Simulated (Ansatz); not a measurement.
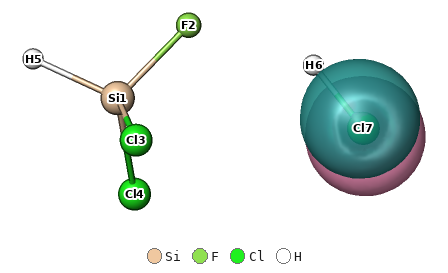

Cl2FHSi···HCl. The HOMO at ±0.2 Å⁻³ᐟ² (teal and pink are the two phases), seen from one side.

All numbers below come from Ansatz 0.2.0, RKS B3LYP-D4/def2-SVP.

```xyz
7

Si   -0.9813   -0.1533    0.3097
F     0.3160   -1.1284    0.4067
Cl   -1.3041    0.2638   -1.6634
Cl   -0.5687    1.5457    1.3649
H    -2.1271   -0.8707    0.8924
H     2.0595   -0.3394   -0.3684
Cl    2.6056    0.6824   -0.9421
```

Question: Where does this orbital lie, and at what energy?

Answer: Its weight (Hirshfeld) is mainly on Cl7 (about 95 %); largely a lone pair of Cl7. Its energy is −8.42 eV.
